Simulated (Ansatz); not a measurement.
AlH5O: nudged elastic band

- system: AlH5O
- method: RKS revPBE-D4/def2-SVP (Ansatz 0.2.0)

It belongs to a series of runs on one base structure; here: band between the two ends. Figures and captions count atoms from 1; the log counts them from 0 in places.

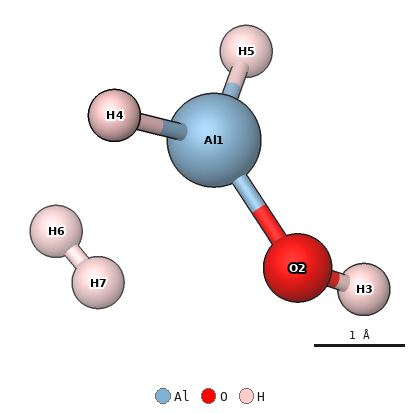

**Figure 1.** The input geometry (ball-and-stick view, seen at a tilt; atoms are numbered from 1 in the order of the input). Sticks mark near contacts.

### Results in brief

| quantity | value |
| --- | --- |
| outcome | converged |
| barrier, forward | 0.793 eV |
| barrier, backward | 0.506 eV |
| hardware | 1 thread of Arm Neoverse V1, 24 GiB of memory available, shared host |
| wall time | 55 s |
| peak memory | 0.098 GiB |

The order of the saddle point was not checked.

### Input file
```yaml
crystal:
  periodic: [false, false, false]
  atoms:
    - { symbol: Al, position_ang: [-0.047402, -0.155932, 0.202151] }
    - { symbol: O, position_ang: [-0.04766, -0.606376, 1.877148] }
    - { symbol: H, position_ang: [-0.870445, -0.710111, 2.381273] }
    - { symbol: H, position_ang: [1.390813, -0.122357, -0.480602] }
    - { symbol: H, position_ang: [-1.42726, 0.074164, -0.578529] }
    - { symbol: H, position_ang: [0.1124, 2.337719, 0.525019] }
    - { symbol: H, position_ang: [0.128055, 2.030193, 1.22944] }
basis:
  gaussian: { orbitals: def2-SVP }
hamiltonian:
  xc: revpbe
  dispersion: d4
neb:
  order_check: false
  images: 5
  f_tol: 0.03
  max_iterations: 60
  final_atoms:
    - { symbol: Al, position_ang: [0.04197884, 0.47489706, -0.15671935] }
    - { symbol: O, position_ang: [-0.01346108, 0.13113667, 1.89576504] }
    - { symbol: H, position_ang: [-0.84733675, -0.31448234, 2.14426757] }
    - { symbol: H, position_ang: [1.37488997, -0.29295303, -0.62137373] }
    - { symbol: H, position_ang: [-1.39010234, -0.21545902, -0.45662028] }
    - { symbol: H, position_ang: [0.08293521, 2.08729307, -0.03548684] }
    - { symbol: H, position_ang: [-0.01040286, 0.97686758, 2.38606759] }
  initial_path:
    images:
      - { positions_ang: [[-0.047402, -0.155932, 0.202151], [-0.04766, -0.606376, 1.877148], [-0.870445, -0.710111, 2.381273], [1.390813, -0.122357, -0.480602], [-1.42726, 0.074164, -0.578529], [0.1124, 2.337719, 0.525019], [0.128055, 2.030193, 1.22944]] }
      - { positions_ang: [[-0.03062069, -0.09636729, 0.13087219], [-0.03182791, -0.41794737, 1.95721701], [-0.8832472, -0.58560861, 2.40232156], [1.3788965, -0.06414105, -0.58346101], [-1.40047504, 0.06277548, -0.65018235], [0.10072804, 2.14776235, 0.55918752], [0.1050473, 1.8008265, 1.33994506]] }
      - { positions_ang: [[-0.01383939, -0.03680258, 0.05959339], [-0.01599581, -0.22951875, 2.03728602], [-0.89604939, -0.46110622, 2.42337012], [1.36698, -0.00592511, -0.68632001], [-1.37369007, 0.05138697, -0.7218357], [0.08905608, 1.9578057, 0.59335605], [0.08203959, 1.57145999, 1.45045013]] }
      - { positions_ang: [[0.00294192, 0.02276213, -0.01168542], [-0.00016372, -0.04109012, 2.11735504], [-0.90885159, -0.33660383, 2.44441868], [1.35506349, 0.05229084, -0.78917902], [-1.34690511, 0.03999845, -0.79348905], [0.07738412, 1.76784905, 0.62752457], [0.05903189, 1.34209349, 1.56095519]] }
      - { positions_ang: [[0.01595423, 0.17347377, -0.06003006], [-0.00459617, 0.01631881, 2.0434917], [-0.88834664, -0.32923, 2.34436831], [1.36167232, -0.06279045, -0.73324392], [-1.36130418, -0.04515404, -0.68119946], [0.07923448, 1.87433039, 0.40652077], [0.03588697, 1.22035152, 1.83599266]] }
      - { positions_ang: [[0.02896653, 0.32418542, -0.1083747], [-0.00902862, 0.07372774, 1.96962837], [-0.86784169, -0.32185617, 2.24431794], [1.36828115, -0.17787174, -0.67730883], [-1.37570326, -0.13030653, -0.56890987], [0.08108485, 1.98081173, 0.18551696], [0.01274205, 1.09860955, 2.11103012]] }
      - { positions_ang: [[0.04197884, 0.47489706, -0.15671935], [-0.01346108, 0.13113667, 1.89576504], [-0.84733675, -0.31448234, 2.14426757], [1.37488997, -0.29295303, -0.62137373], [-1.39010234, -0.21545902, -0.45662028], [0.08293521, 2.08729307, -0.03548684], [-0.01040286, 0.97686758, 2.38606759]] }
```

Launched with:
```bash
ansatz run input.yaml --threads 1 --pin off --max-ram 2048MiB --backend cpu --events-out ev --progress --plain --runs-dir out
```

### What the program printed
```
Engine: ansatz 0.2.0, aarch64-unknown-linux-gnu
Functional definition: revPBE
  parameter kappa = 1.245
  parameter beta = 0.06672455060314922
  exchange = pbe_x(kappa = kappa, mu = beta*pi^2/3)
  correlation = pbe_c(beta = beta)
626 factors; their error is unknown
mean field evaluation 1: about -8713.3303 eV, gradient 5.8e1 eV
mean field evaluation 2: about -8653.6667 eV, gradient 1.6e2 eV
mean field evaluation 4: about -8719.6256 eV, gradient 3.9e0 eV
mean field evaluation 8: about -8719.6896 eV, gradient 3.6e-2 eV
mean field evaluation 16: about -8719.6644 eV, gradient 2.6e-5 eV
mean field -8719.66442779 eV, -320.4417573203 hartree, gradient 2.6e-5 eV, S^2 0.000000; 0 other end points of the search recorded, 0 dependent functions left out
the calculation of the forces begins
reference -8719.66447226 eV, -320.4417589546 hartree; 13, 13 occupied and 44, 44 virtual orbitals, 626 factors
626 factors; their error is unknown
mean field -8719.37365659 eV, -320.4310716760 hartree, gradient 2.2e-5 eV, S^2 0.000000; 0 other end points of the search recorded, 0 dependent functions left out
[... from here on the field's lines of each further geometry are left out, up to the last ...]
NEB iter   1: max|band force component| = 2.601e0 eV/Å  barrier→ = 1.4016 eV  barrier← = 1.1143 eV  Δτ_max = 0.1986 Å  (159 SCF iters)
NEB iter   2: max|band force component| = 1.539e0 eV/Å  barrier→ = 0.8361 eV  barrier← = 0.5488 eV  Δτ_max = 0.1329 Å  (125 SCF iters)
NEB iter   3: max|band force component| = 1.443e0 eV/Å  barrier→ = 0.7835 eV  barrier← = 0.4962 eV  Δτ_max = 0.0754 Å  (124 SCF iters)
NEB iter   4: max|band force component| = 4.585e-1 eV/Å  barrier→ = 0.7670 eV  barrier← = 0.4797 eV  CI = image 3  Δτ_max = 0.0929 Å  (124 SCF iters)
NEB iter   5: max|band force component| = 3.090e-1 eV/Å  barrier→ = 0.7938 eV  barrier← = 0.5064 eV  CI = image 3  Δτ_max = 0.1837 Å  (123 SCF iters)
NEB iter   6: max|band force component| = 1.737e0 eV/Å  barrier→ = 0.7947 eV  barrier← = 0.5074 eV  CI = image 3  Δτ_max = 0.1046 Å  (128 SCF iters)
NEB iter   7: max|band force component| = 1.060e-1 eV/Å  barrier→ = 0.7941 eV  barrier← = 0.5068 eV  CI = image 3  Δτ_max = 0.0377 Å  (121 SCF iters)
NEB iter   8: max|band force component| = 4.946e-2 eV/Å  barrier→ = 0.7936 eV  barrier← = 0.5063 eV  CI = image 3  Δτ_max = 0.0160 Å  (120 SCF iters)
the calculation of the forces begins
reference -8719.32252020 eV, -320.4291924481 hartree; 13, 13 occupied and 44, 44 virtual orbitals, 626 factors
626 factors; their error is unknown
mean field -8718.84901588 eV, -320.4117914855 hartree, gradient 8.3e-6 eV, S^2 0.000000; 1 other end points of the search recorded, 0 dependent functions left out
the calculation of the forces begins
reference -8718.84906163 eV, -320.4117931667 hartree; 13, 13 occupied and 44, 44 virtual orbitals, 626 factors
NEB iter   9: max|band force component| = 2.212e-2 eV/Å  barrier→ = 0.7934 eV  barrier← = 0.5060 eV  CI = image 3  Δτ_max = 0.0000 Å  (237 SCF iters)
```

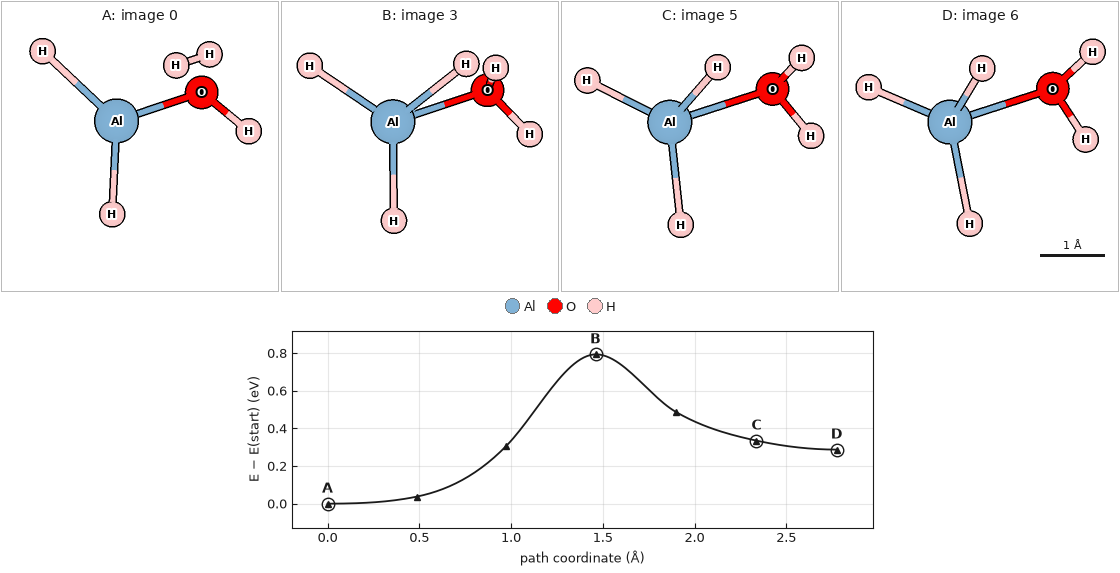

**Figure 2.** Images of the last band (counted from 0; ball-and-stick, seen at a tilt) above the energy along the path; the line is a cubic interpolation that uses the forces. The highest image is number 3, 0.793 eV above the start and 0.506 eV above the end (the climbing image); the end lies 0.287 eV above the start. The path is 2.78 Å long. The band converged in 9 iterations.

```
Total energy: -8719.09978523 eV, -320.4210070892 hartree
Atom 0 at     0.013887     0.225451    -0.004137 Å, force     0.001025     0.010535    -0.005445 eV/Å
Atom 1 at     0.015078    -0.028515     1.893355 Å, force    -0.000237    -0.026107     0.006286 eV/Å
Atom 2 at    -0.828991    -0.261815     2.325851 Å, force     0.003921     0.001422     0.002334 eV/Å
Atom 3 at     1.421436    -0.106837    -0.670225 Å, force    -0.000209    -0.002354    -0.002221 eV/Å
Atom 4 at    -1.419232    -0.036347    -0.662711 Å, force    -0.000509    -0.003347    -0.001841 eV/Å
Atom 5 at     0.043242     1.872304     0.730859 Å, force     0.006749    -0.013145    -0.000584 eV/Å
Atom 6 at    -0.006919     1.183059     1.542908 Å, force    -0.010741     0.032996     0.001471 eV/Å
Dipole moment:    -0.279663    -0.054839     0.298274 e Å
this run last wrote the band of iteration 9 to [file]
```

### The last band as extended XYZ (Å, eV, eV/Å)
```
7
Properties=species:S:1:pos:R:3:forces:R:3 image=0 energy=-8719.89312
Al   -0.0474   -0.1559    0.2022    0.0009  -0.0049  -0.0039
O    -0.0477   -0.6064    1.8771    0.0067  -0.0020  -0.0013
H    -0.8704   -0.7101    2.3813   -0.0057  -0.0010   0.0044
H     1.3908   -0.1224   -0.4806   -0.0051  -0.0009   0.0010
H    -1.4273    0.0742   -0.5785    0.0039   0.0013  -0.0011
H     0.1124    2.3377    0.5250   -0.0016   0.0025  -0.0002
H     0.1281    2.0302    1.2294    0.0010   0.0049   0.0011
7
Properties=species:S:1:pos:R:3:forces:R:3 image=1 energy=-8719.85540
Al   -0.0300   -0.1211    0.1445   -0.0075  -0.0617   0.0315
O    -0.0183   -0.4600    1.8546   -0.0071  -0.0933  -0.0129
H    -0.8425   -0.4463    2.3679   -0.0005  -0.0694   0.0094
H     1.3971   -0.1218   -0.5620   -0.0028  -0.0107   0.0240
H    -1.4169    0.0214   -0.6427   -0.0028   0.0139   0.0063
H     0.0844    2.2170    0.6860    0.0056   0.0960  -0.0262
H     0.0647    1.7582    1.3076    0.0151   0.1252  -0.0322
7
Properties=species:S:1:pos:R:3:forces:R:3 image=2 energy=-8719.58627
Al   -0.0070    0.0214    0.1022   -0.0480  -0.4296   0.2209
O     0.0058   -0.2501    1.8629   -0.0062  -0.5014  -0.0679
H    -0.8394   -0.3024    2.3400   -0.0082  -0.1251   0.0238
H     1.4069   -0.0888   -0.6286   -0.0327   0.0785   0.0737
H    -1.4127   -0.0035   -0.6631    0.0142   0.0834  -0.0022
H     0.0565    1.9970    0.7635    0.0110   0.2750   0.0890
H     0.0284    1.4738    1.3789    0.0699   0.6193  -0.3372
7
Properties=species:S:1:pos:R:3:forces:R:3 image=3 energy=-8719.09974
Al    0.0139    0.2255   -0.0041    0.0010   0.0105  -0.0054
O     0.0151   -0.0285    1.8934   -0.0002  -0.0261   0.0063
H    -0.8290   -0.2618    2.3259    0.0039   0.0014   0.0023
H     1.4214   -0.1068   -0.6702   -0.0002  -0.0024  -0.0022
H    -1.4192   -0.0363   -0.6627   -0.0005  -0.0033  -0.0018
H     0.0432    1.8723    0.7309    0.0067  -0.0131  -0.0006
H    -0.0069    1.1831    1.5429   -0.0107   0.0330   0.0015
7
Properties=species:S:1:pos:R:3:forces:R:3 image=4 energy=-8719.40586
Al    0.0261    0.3614   -0.1032    0.0142   0.1974  -0.1429
O     0.0168    0.0422    1.9235    0.0039   0.0692   0.0226
H    -0.8343   -0.2256    2.3241   -0.0195   0.0036  -0.0170
H     1.4160   -0.1772   -0.6773   -0.0080  -0.0632  -0.0195
H    -1.4105   -0.1199   -0.6355    0.0138  -0.0662   0.0196
H     0.0464    1.9145    0.5024    0.0113   0.0613  -0.2664
H    -0.0219    1.0519    1.8219   -0.0158  -0.2021   0.4036
7
Properties=species:S:1:pos:R:3:forces:R:3 image=5 energy=-8719.55799
Al    0.0319    0.4234   -0.1426    0.0034   0.0407  -0.0176
O    -0.0002    0.0820    1.9101   -0.0114   0.0148  -0.0102
H    -0.8420   -0.2688    2.2639   -0.0019  -0.0370  -0.0357
H     1.3911   -0.2513   -0.6626   -0.0116  -0.0230   0.0011
H    -1.3977   -0.1866   -0.5730    0.0062  -0.0187   0.0236
H     0.0685    2.0075    0.2371    0.0117   0.0463  -0.1142
H    -0.0131    1.0411    2.1229    0.0037  -0.0231   0.1530
7
Properties=species:S:1:pos:R:3:forces:R:3 image=6 energy=-8719.60578
Al    0.0420    0.4749   -0.1567    0.0026  -0.0083   0.0061
O    -0.0135    0.1311    1.8958    0.0138  -0.0042  -0.0197
H    -0.8473   -0.3145    2.1443   -0.0074   0.0009   0.0077
H     1.3749   -0.2930   -0.6214   -0.0031   0.0024   0.0016
H    -1.3901   -0.2155   -0.4566   -0.0022  -0.0015  -0.0030
H     0.0829    2.0873   -0.0355    0.0015   0.0064  -0.0006
H    -0.0104    0.9769    2.3861   -0.0052   0.0043   0.0078
```
